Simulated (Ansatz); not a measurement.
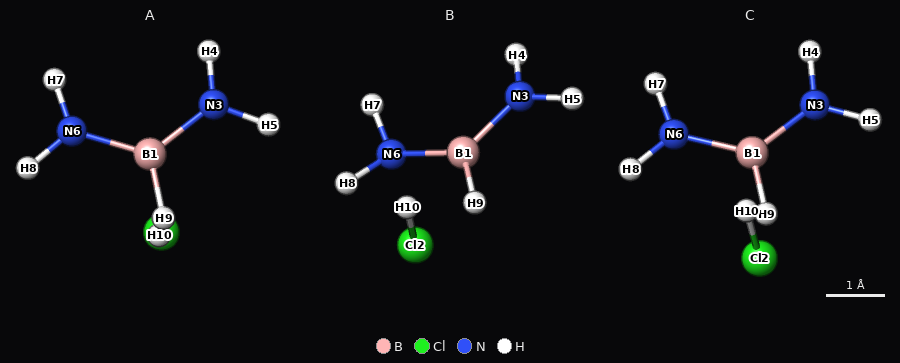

3 geometries from one relaxation of BN2H6Cl, in shuffled order. The picture is a ball-and-stick view, seen at a tilt.

The run prepares an end point of a later path (reaction) calculation, from a guessed geometry.

Method: RKS PBE/6-31G* (Ansatz). (no spin polarisation; force threshold 0.03 eV/Å; at most 50 steps)

Order the frames from highest to lowest energy.

A, C, B. They are steps 0, 10, 21, at +9.99 kcal/mol, +5.94 kcal/mol relative to the last. H10 moves most after the best rigid fit: 1.13 Å. Largest moves by element: H 1.13 Å, Cl 0.90 Å, N 0.66 Å, B 0.35 Å. Near-neighbour distances that change, for instance: B1–N6 1.419 → 1.460 Å, Cl2–H10 1.340 → 1.372 Å, B1–N3 1.418 → 1.406 Å, N6–H8 1.015 → 1.021 Å. Among the angles between lasting bonds that change: B1–N6–H8 122.4° → 116.6°, B1–N6–H7 123.8° → 119.0°, H7–N6–H8 113.2° → 110.2°. Over 18 accepted moves (21 points after the start) the energy falls by 9.99 kcal/mol. The largest force component goes from 0.72 to 0.024 eV/Å. The line search rejected the trial steps at points 7, 16, 19 of the run. The forces were under the threshold at step 6, but the run went on from there.
